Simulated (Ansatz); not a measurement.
Single-point calculation, with input and output: AlH₃ClF

System: AlH₃ClF.
Method: RKS PBE0-D4/def2-TZVPP (Ansatz 0.2.0).

The geometry is the reactant side of a reaction. The reaction was set up to form Al1–F6 and Cl2–H5 and to break Al1–Cl2 and H5–F6 (atoms counted from 1 in the order of the input); sticks are drawn by distance alone. The geometry comes from this level: PBE0-D4/def2-TZVP.

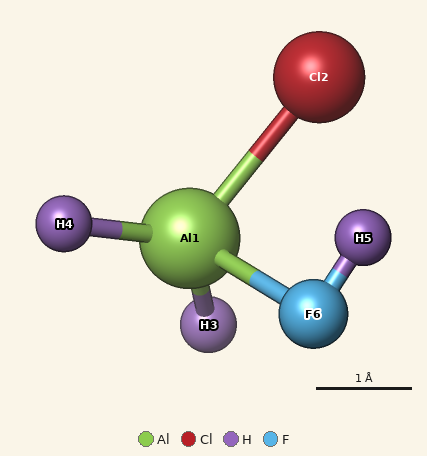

Figure 1. The structure as given in the input (ball-and-stick view, seen at a tilt; atoms are numbered from 1 in the order of the input). Sticks mark near contacts.

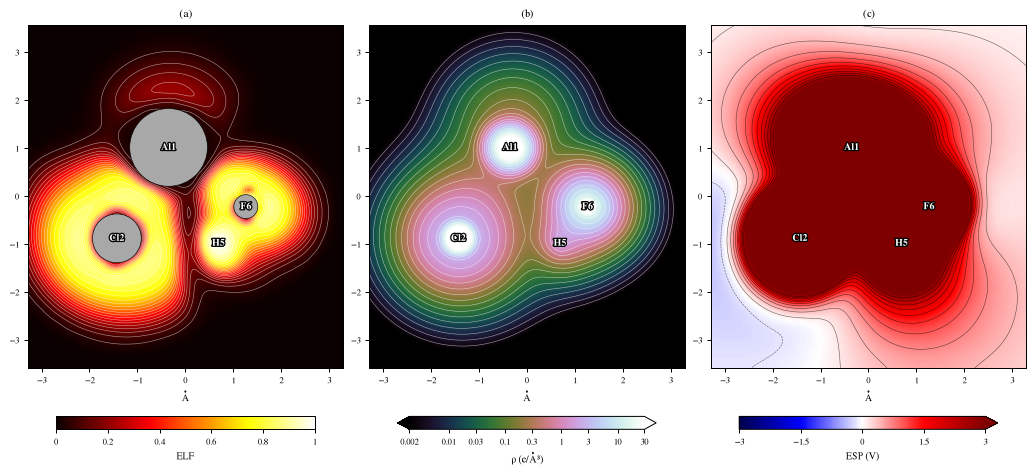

Figure 2. (a) electron localisation function; (b) total electron density; (c) electrostatic potential on the plane of atoms Al1, F6 and H5. Grey discs, where drawn, cover atomic cores. The plane passes through Al, Cl, H and F nuclei. Al–F (2.03 Å): ρ is about 0.34 e/Å³ halfway; the ELF is about 0.35 at the midpoint, which marks ionic bonding with no shared pair.

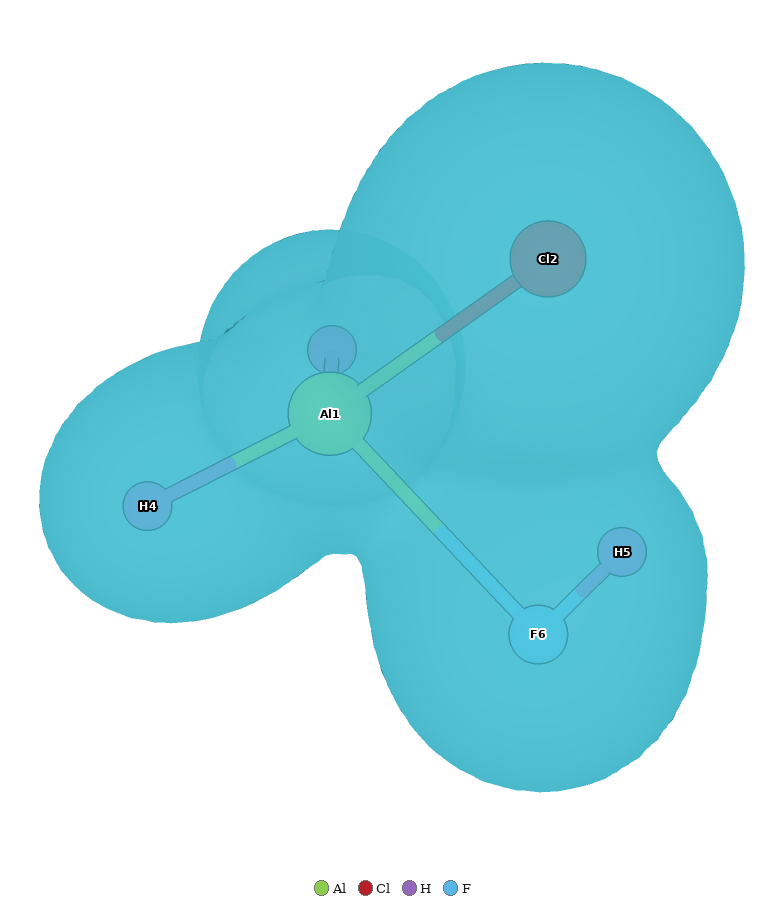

Figure 3. Isosurface of the electron density at 0.15 e/Å³ (cyan), seen at a tilt. At this value the surface is in one piece. On the grid the lowest density along these lines, outside the cores, is 0.26 e/Å³ (Al–F, 2.03 Å), 0.43 e/Å³ (Al–Cl, 2.18 Å), 2.2 e/Å³ (F–H, 0.96 Å) and 0.58 e/Å³ (Al–H, 1.57 Å).

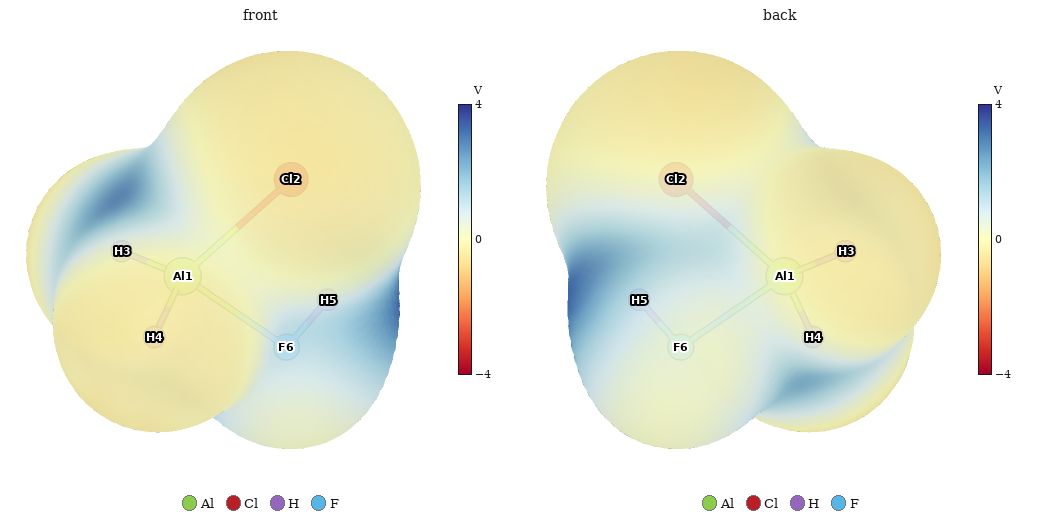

Figure 4. The electrostatic potential painted on the density surface at 0.002 e/bohr³, seen at a tilt and from behind; red is negative and blue positive.

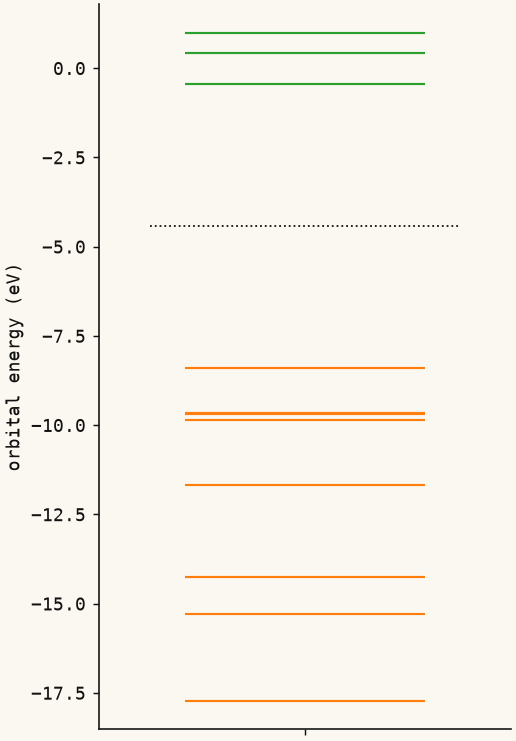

Figure 5. Orbital energies near the frontier; the dotted line parts filled from empty levels, and levels within 0.02 eV of each other stand side by side. Highest filled −8.40 eV, lowest empty −0.45 eV, 7.95 eV apart.

These pictures come from the run below.

## Input
```yaml
crystal:
  periodic: [false, false, false]
  atoms:
    - {symbol: Al, position_ang: [-0.592292, 0.103937, -0.327078]}
    - {symbol: Cl, position_ang: [1.268411, 1.169181, -0.726396]}
    - {symbol: H, position_ang: [-0.923260, -1.047189, -1.348106]}
    - {symbol: H, position_ang: [-1.630015, 0.898681, 0.549643]}
    - {symbol: H, position_ang: [1.314787, -0.296632, 0.793655]}
    - {symbol: F, position_ang: [0.562368, -0.827878, 1.058282]}
basis:
  gaussian: {orbitals: def2-TZVPP}
hamiltonian: {xc: pbe0, dispersion: d4}
output: {orbitals: {seedname: orbitals}}
```

Launch command:
```bash
ansatz run in.yaml --threads 2 --pin off --events-out ev --progress --plain --max-ram 4352MiB
```

## Output
```
Functional definition: PBE0
  name "PBE0"
  cite "Adamo & Barone, J. Chem. Phys. 110, 6158 (1999) doi:10.1063/1.478522"
  cite "Perdew, Burke & Ernzerhof, Phys. Rev. Lett. 77, 3865 (1996) doi:10.1103/PhysRevLett.77.3865"
  parent pbe
  parameter a = 0.25
  parameter kappa = 0.804
  parameter beta = 0.06672455060314922
  exchange = (1 - a)*pbe_x(kappa = kappa, mu = beta*pi^2/3) + a*exact_x
  correlation = pbe_c(beta = beta)
958 factors; their error is unknown
mean field evaluation 1: about -21878.0052 eV, gradient 2.7e1 eV
mean field evaluation 2: about -21877.7202 eV, gradient 3.4e1 eV
mean field evaluation 4: about -21879.2011 eV, gradient 1.2e0 eV
mean field evaluation 8: about -21879.2542 eV, gradient 1.8e-1 eV
mean field -21879.25421733 eV, -804.0477621958 hartree, gradient 7.0e-5 eV, S^2 0.000000; 0 other end points of the search recorded, 0 dependent functions left out
reference -21879.25424619 eV, -804.0477632562 hartree; 21, 21 occupied and 136, 136 virtual orbitals, 958 factors
Total energy: -21879.33220218 eV, -804.0506280861 hartree
```

## Key numbers

```csv
quantity,value
outcome,converged
total energy,−21879.3322 eV
mean-field energy,−21879.2542 eV
dispersion energy,−0.0780 eV
SCF solution under orbital rotations,stable
HOMO,−8.40 eV
LUMO,−0.45 eV
hardware,"2 threads of Intel Xeon, 63 GiB of memory available, shared host"
wall time,1.4 s (CPU time 2.5 s)
peak memory,0.35 GiB
```
